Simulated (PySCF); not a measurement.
# C₅H₁₃AlO, SMILES `C[Al](C)OC(C)C`: electronic structure

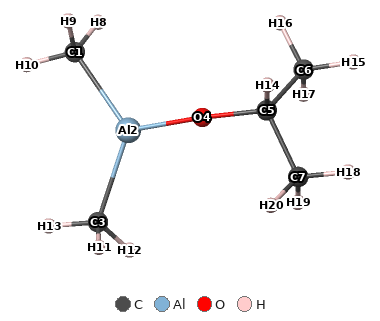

The molecule, with its atoms numbered as below. No frequency check shows the geometry to be a minimum.

Coordinates in Å:

```
C1      -2.3754    1.6555    0.1272
Al2     -1.2870   -0.0205    0.0348
C3      -2.0265   -1.8463   -0.3183
O4       0.3383    0.1224    0.2872
C5       1.7269    0.1806    0.4002
C6       2.2900    1.1826   -0.6062
C7       2.3275   -1.2076    0.1842
H8      -2.0391    2.3939   -0.6062
H9      -2.2878    2.1369    1.1055
H10     -3.4370    1.4800   -0.0529
H11     -1.8288   -2.5280    0.5138
H12     -1.5664   -2.3019   -1.1999
H13     -3.1050   -1.8423   -0.4821
H14      1.9716    0.5212    1.4181
H15      3.3680    1.2670   -0.4959
H16      1.8370    2.1581   -0.4469
H17      2.0575    0.8537   -1.6169
H18      3.4071   -1.1785    0.3067
H19      2.0879   -1.5551   -0.8183
H20      1.9047   -1.9062    0.9023
```

Part 1: Bonding charge

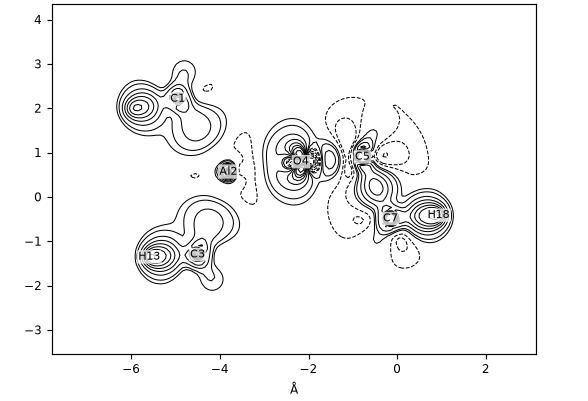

Deformation density (molecule less spherical, spin-averaged free atoms) in a plane through 8 of the atoms; contours at ±0.05 to ±0.8 e/Å³; solid lines: gain, dashed lines: loss.

Level of theory: PBE/6-311+G** (PySCF), at a geometry from GFN2-xTB.

Question: Describe the bonding that the map shows.

Answer: C7–H18: +0.65 e/Å³ at the bond critical point (bond length 1.09 Å). C3–H13: +0.60 e/Å³ at the bond critical point (bond length 1.09 Å). C5–C7: +0.46 e/Å³ at the bond critical point (bond length 1.53 Å). C1–Al2: +0.13 e/Å³ at the bond critical point (bond length 2.00 Å). Al2–C3: +0.13 e/Å³ at the bond critical point (bond length 2.00 Å). O4–C5: +0.01 e/Å³ at the bond critical point (bond length 1.39 Å); up to 0.6 Å beside the axis the gain reaches +0.27 e/Å³. Al2–O4: 0.00 e/Å³ at the bond critical point (bond length 1.65 Å); up to 0.6 Å beside the axis the gain reaches +0.21 e/Å³. In all, 4.1 electrons gather in the regions of gain relative to the promolecule. A small or negative value marks a very polar bond, one between electron-rich atoms, whose free-atom densities already overlap strongly, a long bond to a heavier atom, or a closed-shell contact such as a hydrogen bond.

Part 2: Bond critical points

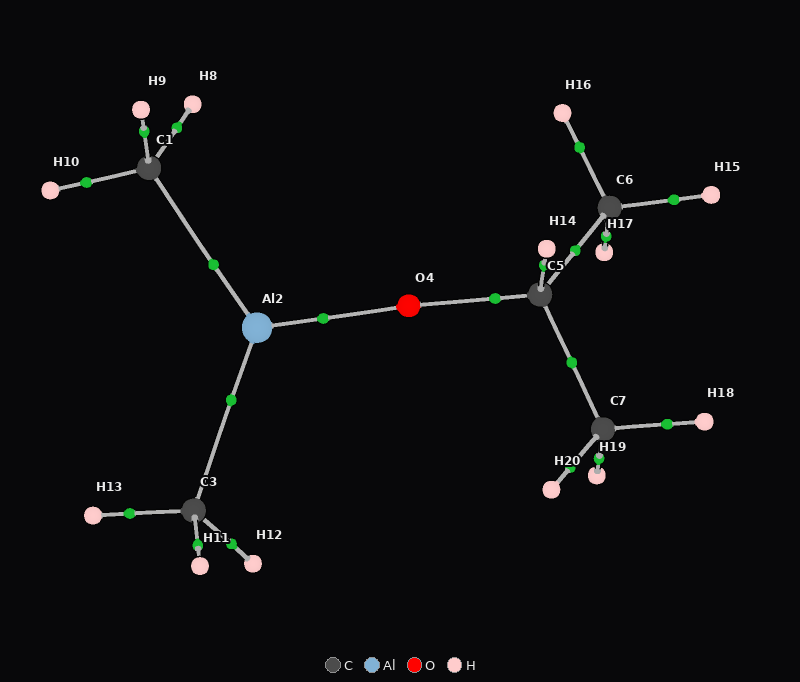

Molecular graph of the electron density (QTAIM): bond paths, bond critical points (green), ring points (magenta, if any); weak paths are dashed.

Question: How many critical points of each kind are there, and does the count close?

Answer: 20 nuclei, 19 bond, 0 ring and 0 cage critical points: 20 − 19 + 0 − 0 = 1, as the Poincaré–Hopf relation requires.

Question: What does the calculation give at each kind of bond critical point?

Answer:
```json
{"bond": "C5–H14", "length (Å)": "1.101", "ρ (a.u.)": "0.276", "∇²ρ (a.u.)": "−0.92", "ε": "0.04", "H (a.u.)": "−0.268"}
{"bond": "C6–H16", "length (Å)": "1.087", "ρ (a.u.)": "0.274", "∇²ρ (a.u.)": "−0.90", "ε": "0.00", "H (a.u.)": "−0.270"}
{"bond": "C7–H20", "length (Å)": "1.087", "ρ (a.u.)": "0.274", "∇²ρ (a.u.)": "−0.90", "ε": "0.00", "H (a.u.)": "−0.270"}
{"bond": "C6–H15", "length (Å)": "1.087", "ρ (a.u.)": "0.274", "∇²ρ (a.u.)": "−0.90", "ε": "0.00", "H (a.u.)": "−0.270"}
{"bond": "C7–H18", "length (Å)": "1.087", "ρ (a.u.)": "0.273", "∇²ρ (a.u.)": "−0.90", "ε": "0.00", "H (a.u.)": "−0.270"}
{"bond": "C7–H19", "length (Å)": "1.088", "ρ (a.u.)": "0.273", "∇²ρ (a.u.)": "−0.90", "ε": "0.00", "H (a.u.)": "−0.269"}
{"bond": "C6–H17", "length (Å)": "1.088", "ρ (a.u.)": "0.273", "∇²ρ (a.u.)": "−0.89", "ε": "0.00", "H (a.u.)": "−0.269"}
{"bond": "C3–H13", "length (Å)": "1.091", "ρ (a.u.)": "0.265", "∇²ρ (a.u.)": "−0.83", "ε": "0.03", "H (a.u.)": "−0.258"}
{"bond": "C1–H10", "length (Å)": "1.091", "ρ (a.u.)": "0.265", "∇²ρ (a.u.)": "−0.83", "ε": "0.03", "H (a.u.)": "−0.258"}
{"bond": "C1–H8", "length (Å)": "1.094", "ρ (a.u.)": "0.263", "∇²ρ (a.u.)": "−0.82", "ε": "0.03", "H (a.u.)": "−0.254"}
{"bond": "C1–H9", "length (Å)": "1.094", "ρ (a.u.)": "0.262", "∇²ρ (a.u.)": "−0.82", "ε": "0.03", "H (a.u.)": "−0.253"}
{"bond": "C3–H11", "length (Å)": "1.094", "ρ (a.u.)": "0.262", "∇²ρ (a.u.)": "−0.82", "ε": "0.03", "H (a.u.)": "−0.253"}
{"bond": "C3–H12", "length (Å)": "1.094", "ρ (a.u.)": "0.262", "∇²ρ (a.u.)": "−0.82", "ε": "0.03", "H (a.u.)": "−0.253"}
{"bond": "O4–C5", "length (Å)": "1.394", "ρ (a.u.)": "0.255", "∇²ρ (a.u.)": "−0.28", "ε": "0.02", "H (a.u.)": "−0.344"}
{"bond": "C5–C7", "length (Å)": "1.528", "ρ (a.u.)": "0.244", "∇²ρ (a.u.)": "−0.54", "ε": "0.04", "H (a.u.)": "−0.192"}
{"bond": "C5–C6", "length (Å)": "1.528", "ρ (a.u.)": "0.243", "∇²ρ (a.u.)": "−0.54", "ε": "0.04", "H (a.u.)": "−0.192"}
{"bond": "Al2–O4", "length (Å)": "1.651", "ρ (a.u.)": "0.104", "∇²ρ (a.u.)": "+1.00", "ε": "0.02", "H (a.u.)": "+0.009"}
{"bond": "C1–Al2", "length (Å)": "2.001", "ρ (a.u.)": "0.079", "∇²ρ (a.u.)": "+0.25", "ε": "0.07", "H (a.u.)": "−0.024"}
{"bond": "Al2–C3", "length (Å)": "2.001", "ρ (a.u.)": "0.079", "∇²ρ (a.u.)": "+0.25", "ε": "0.06", "H (a.u.)": "−0.024"}
```

Question: What kind of interaction is O4–C5?

Answer: Shared-shell (covalent): ρ = 0.255, ∇²ρ = −0.28, H = −0.344 a.u.

Part 3: Electrostatic potential

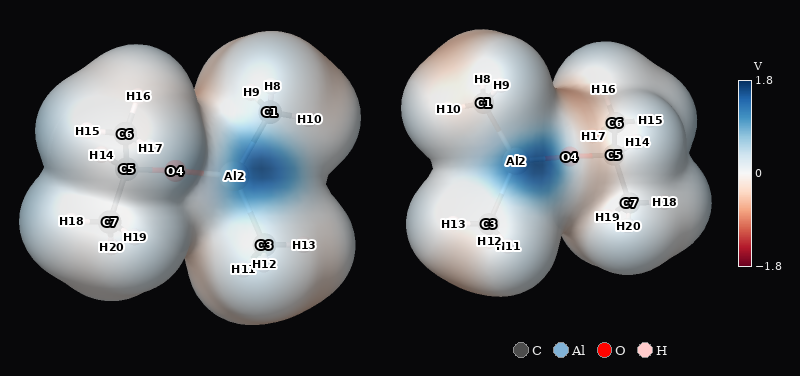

Electrostatic potential on the surface of electron density 0.001 a.u. (back view left, front view right).

Question: Where are the extremes of the potential on the surface?

Answer: Highest: 1.73 V, over Al2, off the plane of its three bonds (1.9 Å). Further maxima include 0.47 V, 1.4 Å from H15; 0.41 V, 1.4 Å from H17. Lowest: −0.58 V, near O4 (1.95 Å) and H16 (2.08 Å). Further minima include −0.45 V, near H9 (1.85 Å), H10 (1.96 Å), H8 (1.98 Å) and C1 (2.05 Å); −0.45 V, near H12 (1.83 Å), H11 (1.98 Å), H13 (1.98 Å) and C3 (2.05 Å). The surface is sampled at points, so like sites can differ by a few per cent and only the strongest of them is named.

Part 4: In an electric field

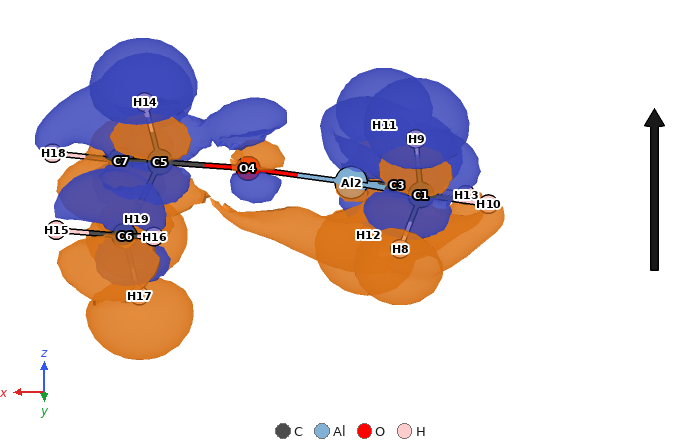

Change of the electron density in a uniform field of 0.51 V/Å along +z (arrow), surfaces at ±0.003 e/Å³ (orange: gain, blue: loss).

PySCF calculation, PBE0/6-31+G*, gas phase; geometry: GFN2-xTB. The basis has diffuse s and p functions alone, which still leaves polarisabilities too small, most of all across bonds.

Question: How large is the response?

Answer: The induced dipole is 1.83 D (along the field); α along this axis, from the fields in both directions, is 72 bohr³ (10.6 Å³).

Question: Which atoms gain and lose the most charge?

Answer: Electrons gather most on H17 (Hirshfeld charge changes by −0.019 e) and leave H14 most (+0.019 e); 0.195 electrons are displaced in all.

Part 5: Removing or adding an electron

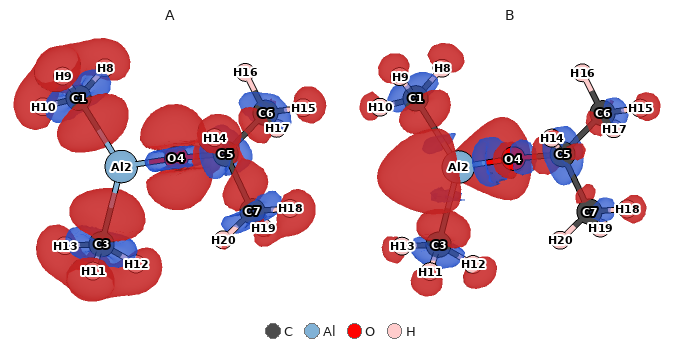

The two Fukui functions at ±0.015 e/Å³ (red positive, blue negative).

Computed with PySCF, CAM-B3LYP/6-31G*, geometry: GFN2-xTB.

Question: Which panel is f⁻ (electron removed) and which f⁺ (electron added)?

Answer: A is f⁻, B is f⁺. f⁻ (Hirshfeld-condensed) is largest on O4 (0.14), C3 (0.11) and C1 (0.11); the vertical ionisation energy is 8.94 eV. f⁺ (Hirshfeld-condensed) is largest on Al2 (0.39); the vertical electron affinity is −2.51 eV (the stability of the anion's solution wasn't checked; negative, but this basis has no diffuse functions, so it doesn't show that the anion is unbound).

Question: What chemical potential and hardness follow from the two energies?

Answer: μ = −(I + A)/2 = −3.21 eV and η = I − A = 11.44 eV.

Part 6: Localised orbitals

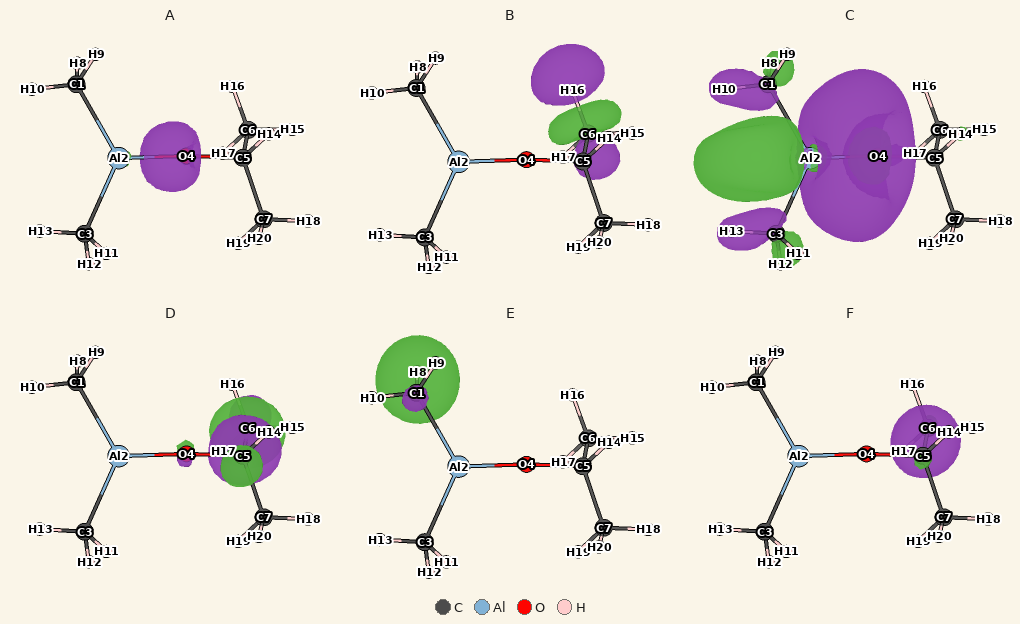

Intrinsic bond orbitals (IBO), occupied and valence-virtual; each surface holds about 80 % of the orbital's density. Energies are diagonal elements of the Fock matrix.

Method: M06-2X/def2-SVP; geometry: GFN2-xTB; program: PySCF.

Question: What does each orbital represent in a Lewis picture?

Answer: By panel:
- A: pair mostly on O4, shared in part with Al2 (O4 83 %, Al2 17 %; −23.0 eV)
- B: σ* orbital H16–C6 (H16 57 %, C6 43 %; 11.8 eV)
- C: σ* orbital Al2–O4, mostly on Al2 (Al2 82 %, O4 14 %; 7.2 eV)
- D: σ* orbital C5–C6 (C5 50 %, C6 49 %; 11.9 eV)
- E: σ bond C1–H8 (C1 56 %, H8 42 %; −14.4 eV)
- F: σ bond C6–C5 (C6 50 %, C5 49 %; −16.0 eV)

The PySCF runs shown took 90 s, 96 s, 8.3 min and 96 s on 1 thread of Arm Neoverse V1 (shared host).
